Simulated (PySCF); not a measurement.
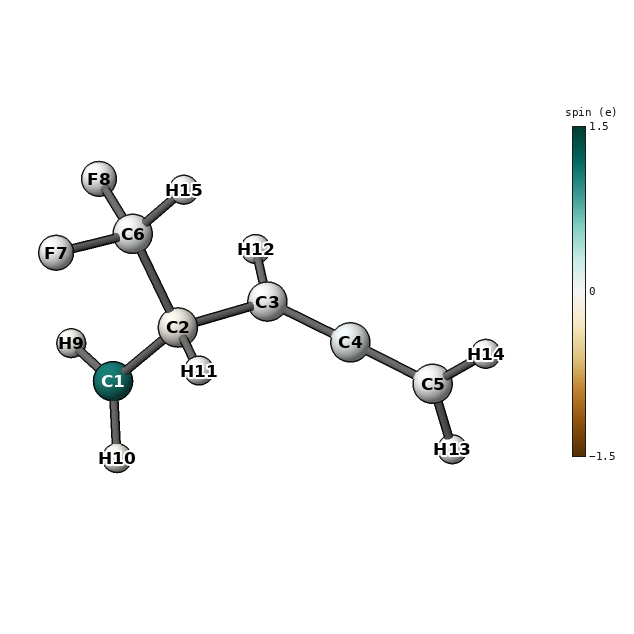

Atoms are coloured by their Mulliken spin populations. State: neutral, doublet. Computed geometry: GFN2-xTB optimisation. No frequency run is at hand to confirm it as a minimum. Method: UKS B3LYP, pcH-1 on C F H, non-relativistic (PySCF 2.14.0).

**Which atom carries the largest spin population?**

C1 (1.06 e).

**Which atom has the lowest spin population?**

C2 (−0.07 e); a negative value comes from spin polarisation.

List the Mulliken spin populations.

| atom | value (e) |
| --- | --- |
| C1 | 1.06 |
| C2 | −0.07 |
| C3 | 0.01 |
| C4 | 0.06 |
| C5 | 0.01 |
| C6 | 0.01 |
| F7 | 0.00 |
| F8 | 0.00 |
| H9 | −0.04 |
| H10 | −0.05 |
| H11 | 0.01 |
| H12 | 0.00 |
| H13 | 0.01 |
| H14 | 0.00 |
| H15 | 0.00 |

Mulliken values depend strongly on the basis set.
